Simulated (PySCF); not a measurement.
C$_{3}$H$_{12}$FPSi$_{3}$

The calculation's input:

```
{"job": {"kind": "nmr", "xc": "PBE0", "basis": "pcSseg-1"}, "charge": 0, "multiplicity": 1}
F      3.598637     0.547999     1.787458
Si     2.026322     0.367166     1.465929
C      1.887295    -0.571795    -0.166691
Si     0.107978    -0.814104    -0.808360
P      0.287477    -1.738215    -2.857440
C     -0.708315     0.856366    -1.111371
C     -1.603072     1.476997    -0.346697
Si    -2.332024     0.863135     1.276925
H      1.515210     1.726120     1.382365
H      1.520596    -0.399331     2.594655
H      2.359858    -1.549465    -0.062500
H      2.461950    -0.045441    -0.930961
H     -0.654690    -1.631873     0.151780
H      0.555089    -3.016771    -2.401849
H     -1.064269    -2.003622    -2.990914
H     -0.392517     1.341035    -2.033542
H     -1.969496     2.443135    -0.683605
H     -1.263677     0.507448     2.214556
H     -3.144207     1.949289     1.834628
H     -3.193295    -0.297394     1.031693
```

Command:

```sh
OMP_NUM_THREADS=1 python probes_run.py task.json out
```

Geometry: GFN2-xTB.

Method: PBE0/pcSseg-1, SCF density, gas phase, non-relativistic in PySCF.

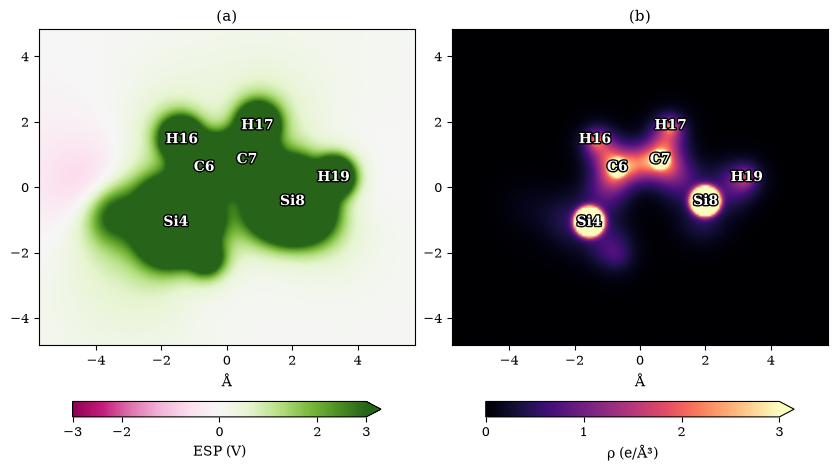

Figure 1. (a) electrostatic potential; (b) electron density on the plane of atoms C6, C7 and Si8.

Question: What do the fields say about this system?

Answer: Atoms in the plane: Si, C and H. C–C (1.33 Å): ρ at the midpoint is about 2.3 e/Å³. C–Si (1.88 Å): ρ at the midpoint is about 0.94 e/Å³. C–H (1.09 Å): the density is about 2 e/Å³ at the midpoint. Si–H (1.47 Å): ρ at the midpoint is about 0.81 e/Å³. Outside the dense part of the molecule the potential is most negative (−0.6 V) near P5, which lies off the plane.

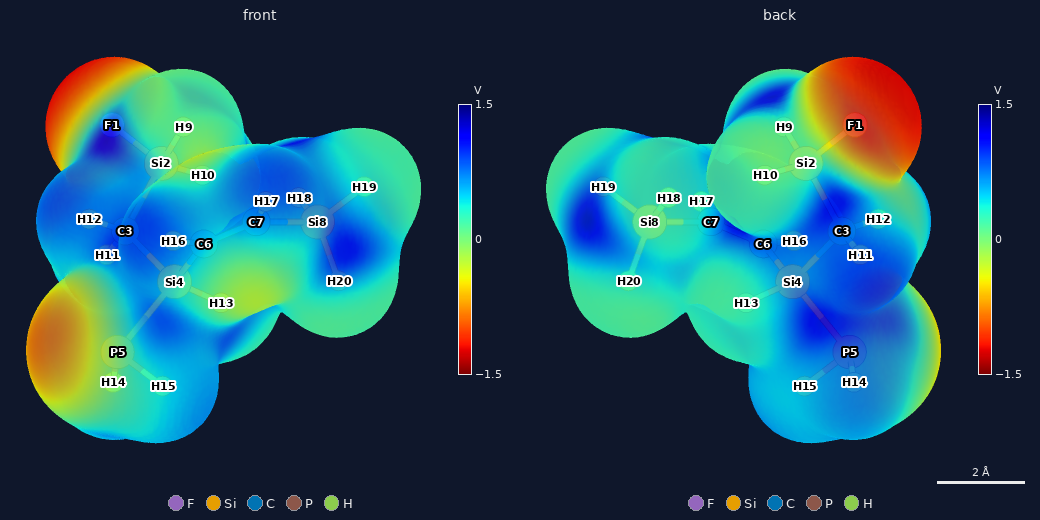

Figure 2. The electrostatic potential painted on the density surface at 0.002 e/bohr³, seen from the front and from behind; red is negative and blue positive.

Question: Where is the surface potential most negative and most positive?

Answer: The most negative region (about −1.2 V) lies over F1, the most positive (about +1.2 V) over Si2, Si4 and Si8.
